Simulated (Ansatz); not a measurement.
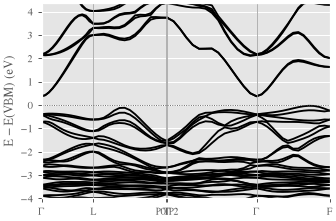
Figure: Band structure from the program Ansatz at the PBEsol with spin–orbit coupling level (PAW)

The gap is 0.38 eV; an edge lies off the plotted path or next to a special point (maximum off the standard path, minimum at Γ).

The material is Ag$_{3}$SI in space group R3 (No. 146; Ag on 9b, S on 3a, I on 3a).

The workflow started from an entry of the Crystallography Open Database (COD), which files this formula under 2 space groups. Whether it is the stable phase at ambient conditions was not checked. Symmetry was held in the PBEsol relaxation; whether a distortion lowers the energy is not shown. No spin polarisation was allowed.

Potentials: the later of the program's two PAW sets.
